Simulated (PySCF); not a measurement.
NMR shielding calculation of C$_{4}$H$_{14}$AsGa

C$_{4}$H$_{14}$AsGa, SMILES C[CH](C)[Ga@@H-]([CH3])[AsH3+], computed with GIAO LDA/pcSseg-1 NMR shielding, non-relativistic, gas phase (PySCF 2.14.0).

The geometry comes from this level: PBE0-D3(BJ)/def2-SVP. Figures and captions count atoms from 1; the log counts them from 0 in places.

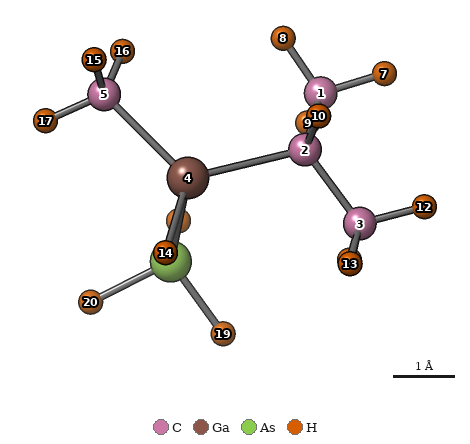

Figure 1. The structure as given in the input (ball-and-stick view, seen at a tilt; atoms are numbered from 1 in the order of the input). Sticks mark near contacts. Bond lengths as drawn: As–Ga 2.70 Å, As–H 1.51 Å, C–C 1.52 Å, C–Ga 1.99 to 2.01 Å, C–H 1.10 to 1.11 Å and Ga–H 1.59 Å.

Key numbers:

| quantity | value |
| --- | --- |
| outcome | converged |
| total energy | −4313.298623 hartree |
| HOMO | −5.56 eV |
| LUMO | −1.10 eV |
| dipole moment | 2.82 D |
| isotropic shielding, C | 155.1 to 190.6 ppm |
| isotropic shielding, Ga | 1234.8 ppm |
| isotropic shielding, As | 1776.9 ppm |
| isotropic shielding, H | 25.4 to 31.1 ppm |
| hardware | 1 CPU thread, shared host |
| wall time | 50 s |
| peak memory | 1 GiB |

Spin–orbit coupling is left out, which matters for the heavy atoms.

Input file:
```
{"job": {"kind": "nmr", "xc": "LDA", "basis": "pcSseg-1", "pop": false}, "charge": 0, "multiplicity": 1}
C      1.432115     0.455327    -1.222352
C      1.306916     0.108049     0.257180
C      1.789804    -1.308459     0.547708
Ga    -0.522344     0.478700     0.990293
C     -1.518166     2.088766     0.380212
As    -1.871540    -1.358589    -0.461723
H      2.468196     0.335374    -1.589543
H      1.126340     1.491798    -1.436297
H      0.801824    -0.200748    -1.849961
H      1.953302     0.806908     0.823737
H      1.186628    -2.062519     0.010546
H      2.836729    -1.463356     0.227189
H      1.730810    -1.556819     1.619176
H     -0.909645    -0.173483     2.386155
H     -1.225945     2.946945     1.008479
H     -1.290134     2.351730    -0.664421
H     -2.608803     1.976051     0.481622
H     -1.992620    -1.246053    -1.966754
H     -1.508043    -2.826959    -0.430616
H     -3.348269    -1.543700    -0.189189
```

The first line tells a small driver script what to run in PySCF; the rest is the geometry in Å.

The program's output:
```
coarse grid: 70080 points
cycle   1  E = -4312.9859054939  dE = -1.258e+00  |g| = 1.804e+00  |ddm| = 3.998e+00
cycle   2  E = -4312.3972887424  dE =  5.886e-01  |g| = 2.447e+00  |ddm| = 2.701e+00
cycle   3  E = -4313.2563824431  dE = -8.591e-01  |g| = 4.051e-01  |ddm| = 2.223e+00
cycle   4  E = -4313.2946164786  dE = -3.823e-02  |g| = 1.392e-01  |ddm| = 5.364e-01
cycle   5  E = -4313.2980513252  dE = -3.435e-03  |g| = 5.089e-02  |ddm| = 1.655e-01
cycle   6  E = -4313.2985936785  dE = -5.424e-04  |g| = 1.052e-02  |ddm| = 5.741e-02
cycle   7  E = -4313.2986198215  dE = -2.614e-05  |g| = 4.397e-03  |ddm| = 1.374e-02
cycle   8  E = -4313.2986241017  dE = -4.280e-06  |g| = 8.884e-04  |ddm| = 4.611e-03
final grid: 146408 points
cycle   9  E = -4313.2986226535  dE =  9.144e-08  |g| = 1.348e-03  |ddm| = 4.484e-03
cycle  10  E = -4313.2986216815  dE =  9.720e-07  |g| = 2.402e-03  |ddm| = 4.160e-03
cycle  11  E = -4313.2986231582  dE = -1.477e-06  |g| = 2.921e-04  |ddm| = 2.525e-03
cycle  12  E = -4313.2986231780  dE = -1.975e-08  |g| = 4.955e-05  |ddm| = 3.308e-04
cycle  13  E = -4313.2986231785  dE = -5.384e-10  |g| = 1.478e-05  |ddm| = 5.984e-05
```

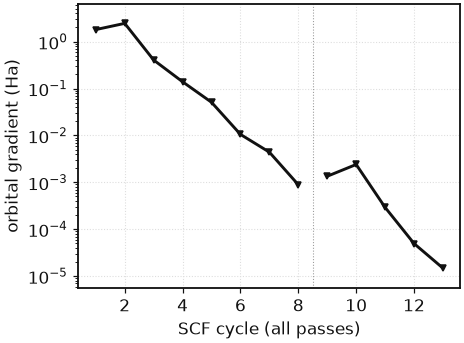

Figure 2. Convergence of the self-consistent field: orbital gradient against the SCF cycle. The dotted line marks the change from a coarse to the final integration grid. The first 8 cycles use a coarse grid, the final grid takes over at cycle 9, and the field converges after 13 cycles in all.

```
converged SCF energy = -4313.2986231785

GIAO shielding tensors (ppm)
atom      isotropic    diamagn.    paramagn.     s11        s22        s33       span
  0 C      156.419     248.393     -91.974    143.657    145.113    180.486     36.829
  1 C      159.310     249.418     -90.109    149.408    158.481    170.039     20.631
  2 C      155.074     247.254     -92.180    138.897    144.625    181.701     42.804
  3 Ga    1234.817    2638.391   -1403.575   1108.720   1234.908   1360.823    252.103
  4 C      190.622     251.908     -61.286    183.398    189.951    198.515     15.117
  5 As    1776.929    2878.391   -1101.462   1743.606   1789.431   1797.751     54.145
  6 H       29.514      29.357       0.157     25.036     26.396     37.111     12.075
  7 H       29.092      30.812      -1.719     23.870     28.370     35.037     11.166
  8 H       30.257      32.102      -1.845     25.116     31.442     34.213      9.097
  9 H       30.016      31.331      -1.315     26.378     27.665     36.005      9.627
 10 H       30.197      31.426      -1.229     24.630     31.777     34.184      9.554
 11 H       29.511      28.791       0.720     24.909     26.424     37.199     12.290
 12 H       29.098      29.493      -0.395     24.439     27.118     35.738     11.299
 13 H       25.448      28.659      -3.212     19.473     21.425     35.444     15.971
 14 H       31.124      28.741       2.383     26.014     27.118     40.240     14.226
 15 H       30.784      31.240      -0.456     25.646     29.485     37.220     11.575
 16 H       31.009      29.313       1.696     25.284     29.055     38.688     13.404
 17 H       27.470      28.740      -1.271     20.613     21.980     39.816     19.204
 18 H       27.291      28.348      -1.057     19.867     21.979     40.026     20.159
 19 H       27.672      27.871      -0.199     20.905     21.366     40.745     19.841
```

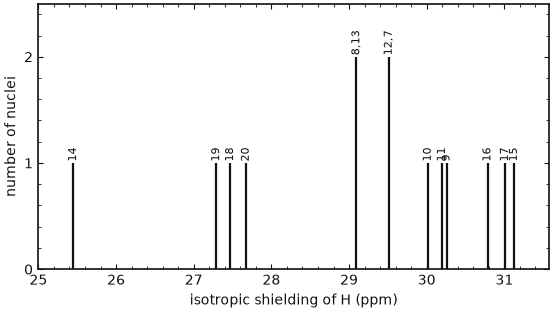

Figure 3. Isotropic shieldings of the hydrogen nuclei in this fixed geometry, labelled by atom number; shielding grows to the right, so chemical shift grows to the left. The least shielded is H14 (25.4 ppm), the most shielded H15 (31.1 ppm).
